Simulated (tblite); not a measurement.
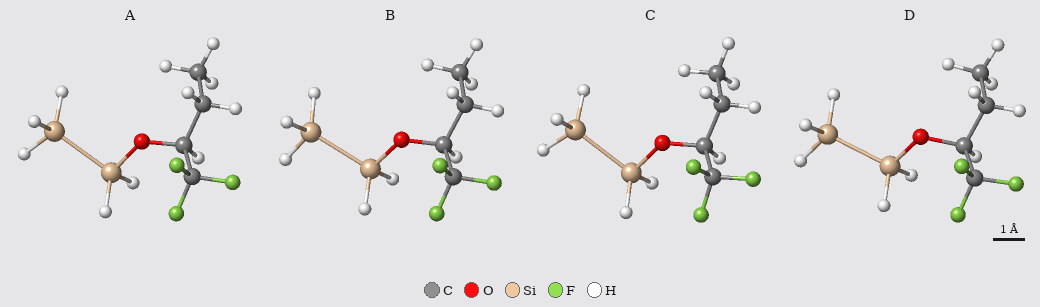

4 geometries from one relaxation of C$_{4}$H$_{11}$F$_{3}$OSi$_{2}$, in shuffled order. A ball-and-stick model, seen at a tilt.

These are results of GFN2-xTB geometry optimisation, gas phase in tblite, not measurements. 

**Order the frames from highest to lowest energy.**

D, B, A, C. They are steps 0, 21, 33, 77, at +0.294 eV, +0.047 eV, +0.015 eV relative to the last. The energy falls by 0.294 eV in 77 geometry steps. The atom that moves furthest after the best rigid fit is an H atom (0.47 Å). Largest moves by element: H 0.47 Å, Si 0.34 Å, F 0.29 Å, O 0.28 Å, C 0.15 Å. Some distances before and after: C–O 1.446 → 1.381 Å, H–Si 1.498 → 1.470 Å, O–Si 1.664 → 1.639 Å, C–C 1.551 → 1.529 Å. Bond angles that change, for instance: O–Si–Si 111.5° → 98.7°, C–O–Si 119.6° → 129.8°, Si–Si–H 110.7° → 117.9°. The run took 2 s on 1 thread of AMD EPYC 7571, with other jobs on the host.
